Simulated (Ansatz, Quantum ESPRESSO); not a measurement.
# Work-function anisotropy of Sr, part 4 of 6

Aim: the work function of the low-index faces of Sr, their order, and how far the functional matters.

Quantum ESPRESSO 7.5; plane-wave DFT, PBE, GBRV ultrasoft pseudopotentials; geometry and cross-check by Ansatz 0.2.0 with PAW datasets.

So far. Step 7 (Geometry from Ansatz of (100)): The relaxation lowers the energy by 2 meV an atom. Held were the atoms numbered 3; the forces quoted are those on the free ones. Step 11 (Potential by pp.x of (100)): On (100) the work function under LDA lies +0.14 eV from PBE's.

### Step 12. Relaxation with Ansatz of (110)

Level of this step: plane-wave DFT, PBE, Ansatz PAW (Ansatz 0.2.0).

System of this step: Sr(110), 7 layers. The cell holds 7 atoms: 7 Sr. Cell: a = 6.080 Å, b = 4.299 Å, c = 28.898 Å, α = 90.0°, β = 90.0°, γ = 90.0°. It derives from Sr. Vacuum lies along c.

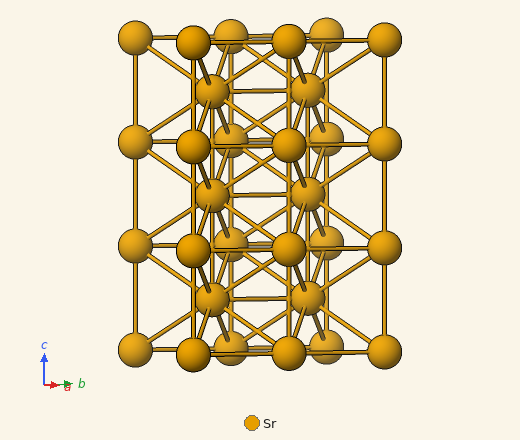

The cell of this step (strontium orange). 1×2×1 cells are drawn. Some periodic images of atoms are drawn too.

input.yaml reads:

```yaml
crystal:
  lattice:
    - [6.08, 0.0, 0.0]
    - [0.0, 4.2992092296, 0.0]
    - [0.0, 0.0, 28.8976276888]
  atoms:
    - { symbol: Sr, position: [0.0, 0.0, 0.2768393339] }
    - { symbol: Sr, position: [0.5, 0.5, 0.3512262226] }
    - { symbol: Sr, position: [0.0, 0.0, 0.4256131113] }
    - { symbol: Sr, position: [0.5, 0.5, 0.5] }
    - { symbol: Sr, position: [0.0, 0.0, 0.5743868887] }
    - { symbol: Sr, position: [0.5, 0.5, 0.6487737774] }
    - { symbol: Sr, position: [0.0, 0.0, 0.7231606661] }
kpoints:
  mp_grid: { grid: [4, 8, 1] }
hamiltonian:
  xc: pbe
scf:
  occupations: { method: fermi_dirac, width: 0.1 }
  convergence: { dr2_threshold: 1.0e-08 }
efield:
  axis: 3
  dipole_correction: true
  ramp_position: 0.97
  ramp_width: 0.04
relax:
  f_tol: 0.01
  constraints: [{ sites: [2, 3, 4] }]
output:
  write_potential: true
  write_density: true
  volumetric_format: npy
```

Run with:

```sh
$ ansatz run input.yaml --threads 4 --pin off --max-ram 8192MiB --backend cpu --events-out ev --progress --plain --runs-dir out
```

Numbers of over 12 decimals in the logs are rounded to 6 here.

What it wrote:

```text
[...]
Crystal: 7 atoms, lattice volume = 755.361 Å³
Basis set: ecut = 420 eV, 14779 PW (Γ), exchange–correlation on 90×60×400 points (8 copies of the dense FFT grid, shifted against one another)
Bands: 42, of which v1, the nominal top of the filled ones, is band 35 counted from 1 (34 counted from 0)
Symmetry: 4 space group operations
k-points: 15 of 32
[...]
SCF iter   1: F=—  HF=-24808.502599 eV  |F-HF|=—  |Δ(HF+E_count)|=         —  Δρ=2.59e-3  dr2=3.15e0  ethr=1.77e-3  p=-0.000 e·Å  D=-7.73e-6 V/Å  ΔV_dip=0.00 eV  dr2_dipole=5.07e-7  V_vac-E_F(+/−)=2.24/2.24 eV  ⟨swp⟩=16.9  Hψ=9594  notcnv=0
[...]
SCF iter   9: F=-24808.390812 eV  HF=-24808.390812 eV  |F-HF|=4.20e-9  |Δ(HF+E_count)|=   8.78e-9  Δρ=4.53e-7  dr2=2.82e-9  ethr=1.43e-11  p=0.000 e·Å  D=1.01e-5 V/Å  ΔV_dip=-0.00 eV  dr2_dipole=1.54e-12  V_vac-E_F(+/−)=2.59/2.59 eV  ⟨swp⟩=11.1  Hψ=6336  notcnv=0
SCF 1 converged in 9 iterations: F = -24808.390812 eV  dr2 = 2.82e-9
[...]
relax step   1: F+E_penalty+E_count = -24808.39081249 eV  Δ(F+E_penalty+E_count) = +0.000e0 eV  max|allowed force component| = 7.598e-2 eV/Å  Δτ_max = 0.0000 Å  (9 SCF iters, accepted)
Bands: 49, of which v1, the nominal top of the filled ones, is band 35 counted from 1 (34 counted from 0)
[...]
SCF iter   7: F=-24808.397739 eV  HF=-24808.397739 eV  |F-HF|=1.72e-9  |Δ(HF+E_count)|=   1.18e-8  Δρ=6.59e-7  dr2=4.61e-9  ethr=1.43e-11  p=0.000 e·Å  D=9.46e-6 V/Å  ΔV_dip=-0.00 eV  dr2_dipole=2.04e-15  V_vac-E_F(+/−)=2.59/2.59 eV  ⟨swp⟩=11.1  Hψ=5367  notcnv=0
SCF 2 converged in 7 iterations: F = -24808.397739 eV  dr2 = 4.61e-9
relax step   2: F+E_penalty+E_count = -24808.39773877 eV  Δ(F+E_penalty+E_count) = -6.926e-3 eV  max|allowed force component| = 5.333e-2 eV/Å  Δτ_max = 0.0456 Å  (7 SCF iters, accepted)
SCF iter   1: F=—  HF=-24808.403518 eV  |F-HF|=—  |Δ(HF+E_count)|=         —  Δρ=7.82e-4  dr2=7.38e-2  ethr=9.22e-4  p=0.000 e·Å  D=9.46e-6 V/Å  ΔV_dip=-0.00 eV  dr2_dipole=1.29e-9  V_vac-E_F(+/−)=2.60/2.60 eV  ⟨swp⟩=6.6  Hψ=2121  notcnv=0
[...]
SCF iter   9: F=-24808.402764 eV  HF=-24808.402764 eV  |F-HF|=2.11e-9  |Δ(HF+E_count)|=   2.30e-9  Δρ=2.38e-7  dr2=2.38e-9  ethr=1.43e-11  p=0.000 e·Å  D=8.24e-6 V/Å  ΔV_dip=-0.00 eV  dr2_dipole=2.88e-13  V_vac-E_F(+/−)=2.59/2.59 eV  ⟨swp⟩=9.6  Hψ=4606  notcnv=0
SCF 3 converged in 9 iterations: F = -24808.402764 eV  dr2 = 2.38e-9
[...]
relax step   3: F+E_penalty+E_count = -24808.40276370 eV  Δ(F+E_penalty+E_count) = -5.025e-3 eV  max|allowed force component| = 7.111e-3 eV/Å  Δτ_max = 0.0946 Å  (9 SCF iters, accepted)
SCF iter   1: F=—  HF=-24808.403268 eV  |F-HF|=—  |Δ(HF+E_count)|=         —  Δρ=9.15e-5  dr2=6.43e-4  ethr=1.39e-5  p=0.000 e·Å  D=8.24e-6 V/Å  ΔV_dip=-0.00 eV  dr2_dipole=1.91e-11  V_vac-E_F(+/−)=2.59/2.59 eV  ⟨swp⟩=3.1  Hψ=1537  notcnv=0
[...]
SCF iter   6: F=-24808.402842 eV  HF=-24808.402842 eV  |F-HF|=5.19e-9  |Δ(HF+E_count)|=   5.21e-9  Δρ=3.96e-7  dr2=3.04e-9  ethr=1.43e-11  p=0.000 e·Å  D=8.38e-6 V/Å  ΔV_dip=-0.00 eV  dr2_dipole=2.46e-13  V_vac-E_F(+/−)=2.59/2.59 eV  ⟨swp⟩=11.6  Hψ=5611  notcnv=0
SCF 4 converged in 6 iterations: F = -24808.402842 eV  dr2 = 3.04e-9
relax step   4: F+E_penalty+E_count = -24808.40284236 eV  Δ(F+E_penalty+E_count) = -7.866e-5 eV  max|allowed force component| = 4.654e-4 eV/Å  Δτ_max = 0.0109 Å  (6 SCF iters, accepted)
[...]
SCF converged after 6 iterations
Free energy (F): -24808.402842 eV
[...]
Internal energy: -24808.084526 eV  (E = F + TS)
E sigma→0 (E₀):  -24808.243684 eV
Entropy (-TS):   -0.318316 eV (-45.474 meV/atom)
Fermi energy:    1.387254 eV
Dipole field:    D = 0.000009 V/Å  (p = 0.000036 e·Å, saw-weighted, corrected)
Work function:   Φ+ = 2.5902 eV   Φ− = 2.5904 eV
[...]
--- Forces (eV/Å), atoms counted from 1 ---
  atom   1  Sr     0.00000000     0.00000000     0.00046536
  atom   2  Sr     0.00000000     0.00000000     0.00006462
  atom   3  Sr     0.00000000     0.00000000     0.00812388
  atom   4  Sr     0.00000000     0.00000000    -0.00000002
  atom   5  Sr     0.00000000     0.00000000    -0.00812408
  atom   6  Sr     0.00000000     0.00000000    -0.00006471
  atom   7  Sr     0.00000000     0.00000000    -0.00046524
  max |Σ_I F_I| component: 2.01e-7 eV/Å
--- Band table (eV; the first three rows and the last of 15) ---
  k-point 0: bands = [... 31 lower, -0.1085, 0.7366, 0.9281, 1.2774, 1.4404, 1.7182, 1.8793, 2.1657, ... 10 higher]
  k-point 1: bands = [... 31 lower, 0.0266, 0.8589, 1.0597, 1.3725, 1.5506, 1.7653, 1.9342, 2.1043, ... 10 higher]
  k-point 2: bands = [... 31 lower, 0.3755, 1.1012, 1.3818, 1.4655, 1.7508, 1.8367, 1.9682, 1.9721, ... 10 higher]
  k-point 14: bands = [... 31 lower, 0.9657, 1.3618, 1.3825, 1.4271, 1.4278, 1.4420, 1.5216, 1.6086, ... 10 higher]
--- Relaxed structure (4 steps of the walk, 4 accepted, 0 SCFs on fresh bases) ---
  F+E_penalty+E_count = -24808.40284236 eV   max|allowed force component| = 4.654e-4 eV/Å
  atoms:
    - { symbol: Sr, position: [0.0, 0.0, 0.281313] }
    - { symbol: Sr, position: [0.5, 0.5, 0.353661] }
    - { symbol: Sr, position: [0.0, 0.0, 0.425613] }
    - { symbol: Sr, position: [0.5, 0.5, 0.500000] }
    - { symbol: Sr, position: [0.0, 0.0, 0.574387] }
    - { symbol: Sr, position: [0.5, 0.5, 0.646339] }
    - { symbol: Sr, position: [0.0, 0.0, 0.718687] }
```

It took 60 s on 4 threads of Arm Neoverse V1, shared host; peak memory 1.3 GiB; 4 min of CPU time.

The steps of the relaxation:

| step | energy less that of the first step (eV) | largest force component (eV/Å) |
| --- | --- | --- |
| 1 | 0.0000 | 0.0760 |
| 2 | -0.0069 | 0.0533 |
| 3 | -0.0120 | 0.0071 |
| 4 | -0.0120 | 0.0005 |

Forces are held to the 4 operations that the run works with; a distortion that breaks them can't arise in this run.

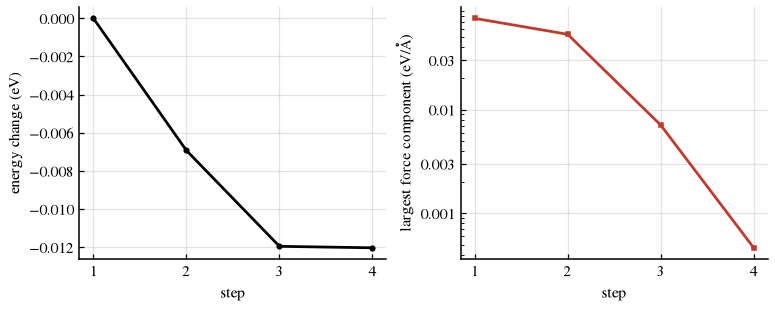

Energy and largest force along the relaxation.

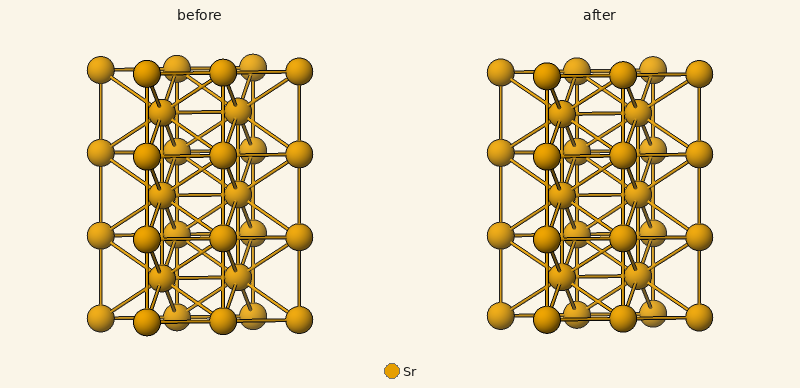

Before and after, at one scale.

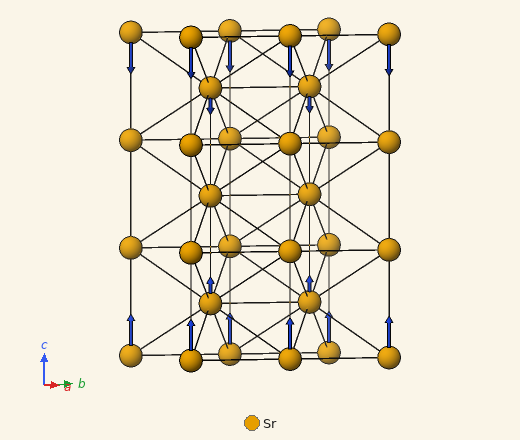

Displacements in the relaxation, exaggerated; the longest in the cell stands for 0.13 Å. 1×2×1 cells are drawn. Some periodic images of atoms are drawn too.

The atoms that moved most (Å):

| atom | dx | dy | dz | length |
| --- | --- | --- | --- | --- |
| Sr7 | 0.000 | 0.000 | -0.129 | 0.129 |
| Sr1 | 0.000 | 0.000 | 0.129 | 0.129 |
| Sr2 | 0.000 | 0.000 | 0.070 | 0.070 |
| Sr6 | 0.000 | 0.000 | -0.070 | 0.070 |

The relaxed structure:

```cif
data_structure
_symmetry_space_group_name_H-M 'P 1'
_symmetry_Int_Tables_number 1
_cell_length_a 6.0800
_cell_length_b 4.2992
_cell_length_c 28.8976
_cell_angle_alpha 90.000
_cell_angle_beta 90.000
_cell_angle_gamma 90.000
_cell_volume 755.36
loop_
_atom_site_label
_atom_site_type_symbol
_atom_site_fract_x
_atom_site_fract_y
_atom_site_fract_z
_atom_site_occupancy
Sr1 Sr 0.00000 0.00000 0.28131 1
Sr2 Sr 0.50000 0.50000 0.35366 1
Sr3 Sr 0.00000 0.00000 0.42561 1
Sr4 Sr 0.50000 0.50000 0.50000 1
Sr5 Sr 0.00000 0.00000 0.57439 1
Sr6 Sr 0.50000 0.50000 0.64634 1
Sr7 Sr 0.00000 0.00000 0.71869 1
```

The relaxation lowers the energy by 2 meV an atom. Held were the atoms numbered 3, 4 and 5; the forces quoted are those on the free ones.

Numbers from this step:

| Quantity | Value |
| --- | --- |
| free energy | -24808.4028 eV |
| energy at zero smearing | -24808.2437 eV |
| smearing term TS | 0.3183 eV |
| Fermi energy | 1.387 eV |
| symmetry operations | 4 |
| work function of the upper face | 2.590 eV |
| work function of the lower face | 2.590 eV |
| dipole along the normal | 3.64e-5 e·Å |

(Part 4 of 6 ends here.)

[Logs are printed without paths, hosts, clocks, repeated set-up lines and the standing remarks that a program may print on its own settings, such as how far it seeks lower states.]

[Hosts, paths, dates, database ids (printed as entryN), source tags and the programs' standing remarks are cut or masked in the printed files.]

[Maps of the electrostatic potential energy from Ansatz leave out the sawtooth potential of an applied field or a dipole correction, so their vacuum need not be flat; planar profiles and work functions include it.]
